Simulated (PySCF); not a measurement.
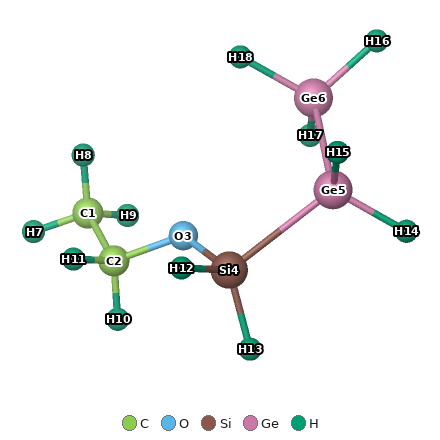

C₂H₁₂Ge₂OSi, SMILES CCO[SiH2][GeH2][GeH3], singlet. Vertical core-electron binding energies by ΔSCF (SCAN, pcX-2 on the ionised atom, pcseg-1 elsewhere, spin-free X2C; PySCF 2.14.0, at a PBE0-D3(BJ)/def2-SVP geometry (no frequency check)), gas phase, against the vacuum level. One atom of each kind was ionised; within a panel, areas follow the number of like atoms and 2j + 1 (2p levels are split by first-order spin-orbit coupling, an approximation), each panel is scaled alone, Gaussians of 0.4 eV full width. Only the regions named are shown.

Predict the Si 2p and C 1s photoelectron lines.

Answer.
```
   level  atoms  binding energy (eV)
Si 2p1/2    Si4                107.5
Si 2p3/2    Si4                106.8
    C 1s     C2                292.2
    C 1s     C1                290.7
```

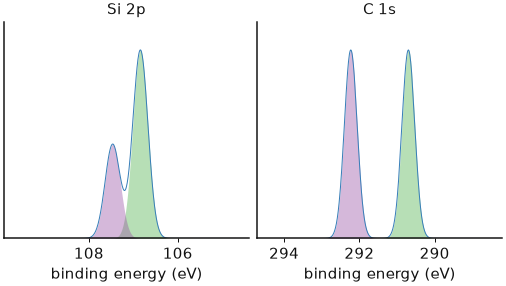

Note: one conformer of a flexible molecule.
